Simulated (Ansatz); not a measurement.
**BF (quintet): correlated methods under varied settings**

What do other methods and options give for BF (quintet) at this geometry, and how long do they take?

Method: the settings change from run to run; program: Ansatz 0.2.0, Gaussian basis.

12 further runs of the same task are left out: 3 for a known fault of the program, 1 that didn't finish, 8 set aside as unsound or not needed.

## 1. What is computed

The geometry is a PBE0/def2-TZVPD stationary point (not a proven minimum) of the parent state, kept for this charge and spin.

2 atoms, charge 0, spin multiplicity 5.

Atoms are counted from 1 here; the program's logs count them from 0.

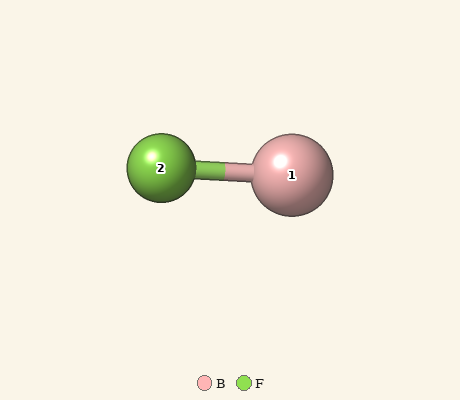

The geometry (boron pink, fluorine green); atoms are numbered from 1 in the order of the file.

## 2. MP2 on UHF/def2-mTZVP

File in.yaml:

```yaml
crystal:
  periodic: [false, false, false]
  atoms:
    - {symbol: B, position_ang: [0.000000, 0.000000, 0.000000]}
    - {symbol: F, position_ang: [0.000000, 0.000000, 1.402700]}
basis:
  gaussian: {orbitals: def2-mTZVP}
magnetization: {spin_polarized: true, initial_magnetization: 4}
correlation: {method: mp2, electrons: all}
output: {forces: true}
```

Started as:

```
$ ansatz run in.yaml --threads 1 --pin off --events-out ev --progress --plain --max-ram 2393MiB
```

What it wrote:

```text
Functional definition: HF
  name "HF"
  cite "Fock, Z. Phys. 61, 126 (1930) doi:10.1007/BF01340294"
  parent pbe
  exchange = exact_x
  correlation = 0
323 factors; integrals over basis functions are off by at most 8.4e-4 eV
mean field evaluation 1: about -3363.8326 eV, gradient 2.7e1 eV
mean field evaluation 2: about -3363.8396 eV, gradient 2.7e1 eV
mean field evaluation 4: about -3368.8424 eV, gradient 4.5e0 eV
mean field evaluation 8: about -3369.1069 eV, gradient 8.7e-2 eV
mean field evaluation 16: about -3369.1069 eV, gradient 1.9e-2 eV
mean field evaluation 32: about -3369.1069 eV, gradient 3.3e-6 eV
mean field -3369.10693065 eV, -123.8123960387 hartree, gradient 3.3e-6 eV, S^2 6.004143; 4 other end points of the search recorded, 0 dependent functions left out
reference -3369.10693065 eV, -123.8123960387 hartree; 9, 5 occupied and 29, 33 virtual orbitals, 323 factors
second order -5.31513263 eV of doubles, -0.00000000 eV of singles
the calculation of the forces begins
Total energy: -3374.42206328 eV, -124.0077235601 hartree
Atom 0 at     0.000000     0.000000     0.000000 Å, force    -0.000000     0.000000    -6.949199 eV/Å
Atom 1 at     0.000000     0.000000     1.402700 Å, force     0.000000    -0.000000     6.949199 eV/Å
Dipole moment:    -0.000000    -0.000000     0.614464 e Å
```

Wall time 0.36 s (1 thread of Arm Neoverse V2, shared host).

From the report: ⟨S²⟩ of the determinant 6.004 (pure quintet: 6.00).

## 3. NEVPT2(8,6)/def2-SVP

File in.yaml:

```yaml
crystal:
  periodic: [false, false, false]
  atoms:
    - {symbol: B, position_ang: [0.000000, 0.000000, 0.000000]}
    - {symbol: F, position_ang: [0.000000, 0.000000, 1.402700]}
basis:
  gaussian: {orbitals: def2-SVP}
magnetization: {spin_polarized: false, initial_magnetization: 4}
correlation: {method: sc_nevpt2, electrons: outside_noble_gas, active_space: {window: {electrons: 8, orbitals: 6}}}
```

Same command.

What it wrote:

```text
Functional definition: HF
  name "HF"
  cite "Fock, Z. Phys. 61, 126 (1930) doi:10.1007/BF01340294"
  parent pbe
  exchange = exact_x
  correlation = 0
272 factors; integrals over basis functions are off by at most 1.1e-3 eV
mean field evaluation 1: about -3361.8844 eV, gradient 2.6e1 eV
mean field evaluation 2: about -3361.8879 eV, gradient 2.6e1 eV
mean field evaluation 4: about -3364.7868 eV, gradient 1.9e0 eV
mean field evaluation 8: about -3364.8026 eV, gradient 1.3e-1 eV
mean field evaluation 16: about -3364.8026 eV, gradient 5.2e-4 eV
mean field -3364.80261832 eV, -123.6542154781 hartree, gradient 1.8e-6 eV, S^2 6.000000; 2 other end points of the search recorded, 0 dependent functions left out
reference -3364.80261832 eV, -123.6542154781 hartree; 9, 5 occupied and 19, 23 virtual orbitals, 272 factors
state -3364.80446916 eV, -123.6542834951 hartree
state -3364.80446916 eV, -123.6542834951 hartree; corrected -3368.89887610 eV, -123.8047501751 hartree
WARN: 2 active orbitals are nearly empty or full. The corrections depend on them more than the energy does, and are more stable in an active space without them
Total energy: -3368.89887610 eV, -123.8047501751 hartree
```

It took 0.33 s on 1 thread of Arm Neoverse V2, shared host.

From the report: 7 determinants; active occupations 2.00, 2.00, 1.00, 1.00, 1.00, 1.00. The report marks this result as in doubt.

## 4. CCSD/aug-cc-pVDZ

File in.yaml:

```yaml
crystal:
  periodic: [false, false, false]
  atoms:
    - {symbol: B, position_ang: [0.000000, 0.000000, 0.000000]}
    - {symbol: F, position_ang: [0.000000, 0.000000, 1.402700]}
basis:
  gaussian: {orbitals: aug-cc-pVDZ}
magnetization: {spin_polarized: false, initial_magnetization: 4}
hamiltonian: {xc: {name: r2SCAN}}
correlation: {method: ccsd, electrons: outside_noble_gas, diis_vectors: 4}
```

Same command.

What it wrote (excerpt; [...] marks lines left out):

```text
Functional definition: r2SCAN
  name "r2SCAN"
  cite "Furness, Kaplan, Ning, Perdew & Sun, J. Phys. Chem. Lett. 11, 8208 (2020) doi:10.1021/acs.jpclett.0c02405"
  cite "Furness, Kaplan, Ning, Perdew & Sun, J. Phys. Chem. Lett. 11, 9248 (2020) doi:10.1021/acs.jpclett.0c03077"
  parent r2scan
[...]
439 factors; integrals over basis functions are off by at most 1.2e-3 eV
[...]
mean field -3379.24238747 eV, -124.1848672068 hartree, gradient 2.9e-6 eV, S^2 6.000000; 0 other end points of the search recorded, 0 dependent functions left out
[...]
2 core orbitals not correlated: weight in the atoms' cores, before any rotation towards them, 1.000 or more for the frozen orbitals, at most 0.000 for the correlated occupied ones
reference -3367.70198302 eV, -123.7607651656 hartree; 7, 3 occupied and 37, 41 virtual orbitals, 439 factors
second order -4.84552855 eV of doubles, -0.20089220 eV of singles
cycle   1  -5.31341751 eV  change   -2.7e-1 eV  update   4.2e-2
[...]
cycle  11  -5.44660442 eV  change    1.4e-6 eV  update   8.7e-6
Total energy: -3373.14858744 eV, -123.9609241862 hartree
```

Wall time 2.4 s (1 thread of Arm Neoverse V2, shared host).

From the report: correlation -5.4466 eV; T1 0.013; largest double amplitude 0.04. The orbitals are Kohn-Sham ones, so correlation energy and T1 don't compare with those on Hartree-Fock orbitals.

## 5. CCSDT(Q)/B on UHF/6-31G*

File in.yaml:

```yaml
crystal:
  periodic: [false, false, false]
  atoms:
    - {symbol: B, position_ang: [0.000000, 0.000000, 0.000000]}
    - {symbol: F, position_ang: [0.000000, 0.000000, 1.402700]}
basis:
  gaussian: {orbitals: "6-31G*"}
magnetization: {spin_polarized: true, initial_magnetization: 4}
correlation: {method: ccsdt_q_b, electrons: valence}
scf: {lower_state_search: full}
```

Launched as before.

What it wrote:

```text
Functional definition: HF
  name "HF"
  cite "Fock, Z. Phys. 61, 126 (1930) doi:10.1007/BF01340294"
  parent pbe
  exchange = exact_x
  correlation = 0
468 factors; integrals over basis functions are off by at most 8.6e-8 eV
mean field evaluation 1: about -3362.5400 eV, gradient 2.7e1 eV
mean field evaluation 2: about -3362.5462 eV, gradient 2.7e1 eV
mean field evaluation 4: about -3367.4175 eV, gradient 4.1e0 eV
mean field evaluation 8: about -3367.6268 eV, gradient 7.4e-2 eV
mean field evaluation 16: about -3367.5964 eV, gradient 1.4e0 eV
mean field evaluation 32: about -3365.3899 eV, gradient 3.5e-4 eV
mean field evaluation 64: about -3363.1173 eV, gradient 2.8e0 eV
mean field evaluation 96: about -3362.6842 eV, gradient 2.7e-5 eV
mean field evaluation 128: about -3365.3899 eV, gradient 5.4e-3 eV
mean field evaluation 160: about -3367.6269 eV, gradient 7.3e-3 eV
mean field -3367.62686451 eV, -123.7580046112 hartree, gradient 3.0e-6 eV, S^2 6.003635; 9 other end points of the search recorded, 0 dependent functions left out
determinant -3367.62686451 eV, -123.7580046112 hartree, with singles and doubles -3371.93203523 eV, -123.9162167170 hartree
determinant -3365.38990724 eV, -123.6757979478 hartree, with singles and doubles -3369.63438202 eV, -123.8317795191 hartree
2 core orbitals not correlated: weight in the atoms' cores, before any rotation towards them, 1.000 or more for the frozen orbitals, at most 0.000 for the correlated occupied ones
reference -3367.62686451 eV, -123.7580046112 hartree; 7, 3 occupied and 21, 25 virtual orbitals, 468 factors
second order -3.88477856 eV of doubles, -0.00000000 eV of singles
cycle   1  -4.17138544 eV  change   -2.9e-1 eV  update   4.3e-2
cycle   2  -4.32305410 eV  change   -1.5e-1 eV  update   1.5e-2
cycle   3  -4.37186193 eV  change   -4.9e-2 eV  update   7.4e-3
cycle   4  -4.37287949 eV  change   -1.0e-3 eV  update   3.2e-3
cycle   5  -4.37285600 eV  change    2.3e-5 eV  update   2.0e-3
cycle   6  -4.37428373 eV  change   -1.4e-3 eV  update   1.2e-3
cycle   7  -4.37486114 eV  change   -5.8e-4 eV  update   5.8e-4
cycle   8  -4.37465986 eV  change    2.0e-4 eV  update   2.5e-4
cycle   9  -4.37457551 eV  change    8.4e-5 eV  update   9.9e-5
cycle  10  -4.37458036 eV  change   -4.9e-6 eV  update   4.4e-5
cycle  11  -4.37462100 eV  change   -4.1e-5 eV  update   1.8e-5
cycle  12  -4.37461227 eV  change    8.7e-6 eV  update   5.9e-6
cycle  13  -4.37461092 eV  change    1.3e-6 eV  update   2.3e-6
cycle  14  -4.37460869 eV  change    2.2e-6 eV  update   8.3e-7
cycle  15  -4.37460840 eV  change    2.9e-7 eV  update   3.1e-7
perturbative correction -0.00012837 eV, -0.0000047176 hartree
Total energy: -3372.00160128 eV, -123.9187732223 hartree
```

Wall time 6 s (1 thread of Arm Neoverse V2, shared host).

From the report: ⟨S²⟩ of the determinant 6.004 (pure quintet: 6.00); correlation -4.3747 eV; T1 0.008; largest double amplitude 0.05.

## 6. CCSD on ROHF/cc-pVTZ-DK

File in.yaml:

```yaml
crystal:
  periodic: [false, false, false]
  atoms:
    - {symbol: B, position_ang: [0.000000, 0.000000, 0.000000]}
    - {symbol: F, position_ang: [0.000000, 0.000000, 1.402700]}
basis:
  gaussian: {orbitals: cc-pVTZ-DK}
magnetization: {spin_polarized: false, initial_magnetization: 4}
correlation: {method: ccsd, electrons: outside_noble_gas}
scf: {lower_state_search: full}
output: {forces: true}
```

Same command.

What it wrote (excerpt; [...] marks lines left out):

```text
Functional definition: HF
  name "HF"
  cite "Fock, Z. Phys. 61, 126 (1930) doi:10.1007/BF01340294"
  parent pbe
[...]
370 factors; integrals over basis functions are off by at most 1.0e-3 eV
[...]
mean field -3371.40158530 eV, -123.8967230417 hartree, gradient 2.8e-6 eV, S^2 6.000000; 8 other end points of the search recorded, 0 dependent functions left out
[...]
determinant -3371.40158530 eV, -123.8967230417 hartree, with singles and doubles -3378.12248358 eV, -124.1437114978 hartree
determinant -3369.15527611 eV, -123.8141727015 hartree, with singles and doubles -3375.85663661 eV, -124.0604431576 hartree
2 core orbitals not correlated: weight in the atoms' cores, before any rotation towards them, 1.000 or more for the frozen orbitals, at most 0.000 for the correlated occupied ones
reference -3371.40158530 eV, -123.8967230417 hartree; 7, 3 occupied and 51, 55 virtual orbitals, 370 factors
second order -6.17791624 eV of doubles, -0.10780404 eV of singles
cycle   1  -6.73270706 eV  change   -9.5e-1 eV  update   1.5e-2
[...]
cycle  11  -6.75824829 eV  change    1.1e-7 eV  update   4.6e-7
[...]
Total energy: -3378.15983359 eV, -124.1450840855 hartree
Relativity: scalar
Atom 0 at     0.000000     0.000000     0.000000 Å, force     0.000000     0.000000    -6.746443 eV/Å
Atom 1 at     0.000000     0.000000     1.402700 Å, force    -0.000000    -0.000000     6.746443 eV/Å
Dipole moment:    -0.000000     0.000000     0.593607 e Å
```

It took 5.5 s on 1 thread of Arm Neoverse V2, shared host.

From the report: correlation -6.7582 eV; T1 0.012; largest double amplitude 0.04.

## 7. CISD/aug-cc-pVDZ

File in.yaml:

```yaml
crystal:
  periodic: [false, false, false]
  atoms:
    - {symbol: B, position_ang: [0.000000, 0.000000, 0.000000]}
    - {symbol: F, position_ang: [0.000000, 0.000000, 1.402700]}
basis:
  gaussian: {orbitals: aug-cc-pVDZ}
magnetization: {spin_polarized: false, initial_magnetization: 4}
correlation: {active_space: {ras: {orbitals: [3, 4, 37], electrons: 10, max_holes: 2, max_particles: 2}, fixed_orbitals: true}}
accuracy: high
```

Same command.

What it wrote:

```text
Functional definition: HF
  name "HF"
  cite "Fock, Z. Phys. 61, 126 (1930) doi:10.1007/BF01340294"
  parent pbe
  exchange = exact_x
  correlation = 0
814 factors; integrals over basis functions are off by at most 3.1e-9 eV
mean field evaluation 1: about -3362.9897 eV, gradient 2.7e1 eV
mean field evaluation 2: about -3362.9923 eV, gradient 2.7e1 eV
mean field evaluation 4: about -3367.8172 eV, gradient 3.1e0 eV
mean field evaluation 8: about -3367.8493 eV, gradient 6.3e-1 eV
mean field evaluation 16: about -3367.8614 eV, gradient 2.3e-8 eV
mean field evaluation 32: about -3367.8614 eV, gradient 2.5e-8 eV
mean field -3367.86141671 eV, -123.7666242455 hartree, gradient 2.5e-8 eV, S^2 6.000000; 2 other end points of the search recorded, 0 dependent functions left out
reference -3367.86141671 eV, -123.7666242455 hartree; 9, 5 occupied and 37, 41 virtual orbitals, 814 factors
state -3373.01529591 eV, -123.9560258128 hartree
Total energy: -3373.01529591 eV, -123.9560258128 hartree
```

Run time: 11 s. Hardware: 1 thread of Arm Neoverse V2, shared host.

From the report: 83,898 determinants.

## 8. All runs side by side

Where basis and cores are those of an earlier UCCSDT(Q)/aug-cc-pVDZ run (-3373.2810 eV), and the state is the same kind, the miss against it is given. † marks a result that the program doubts.

```csv
level,correlated,functions,energy (eV),from UCCSDT(Q) (meV),time
MP2 on UHF/def2-mTZVP,all,38,-3374.4221,,0.36 s
"NEVPT2(8,6)/def2-SVP †",outside noble gas,28,-3368.8989,,0.33 s
CCSD/aug-cc-pVDZ (on r2SCAN orbitals),outside noble gas,46,-3373.1486,132.4,2.4 s
CCSDT(Q)/B on UHF/6-31G*,valence,30,-3372.0016,,6 s
CCSD on ROHF/cc-pVTZ-DK,outside noble gas,60,-3378.1598,,5.5 s
CISD/aug-cc-pVDZ,outside noble gas,46,-3373.0153,265.7,11 s
```

## 9. Results

| quantity | value |
| --- | --- |
| runs | 6 |
| quickest | NEVPT2(8,6)/def2-SVP †, 0.33 s |
| slowest | CISD/aug-cc-pVDZ, 11 s |

**Reading.** Total energies in different bases, with other cores or another treatment of relativity can't be set against each other. CISD/aug-cc-pVDZ took 33 times as long as NEVPT2(8,6)/def2-SVP †; the jobs differ in more than the method. Among the correlated runs with a miss given, it spans +132 to +266 meV. Cores frozen from Kohn-Sham orbitals shift the total energy.
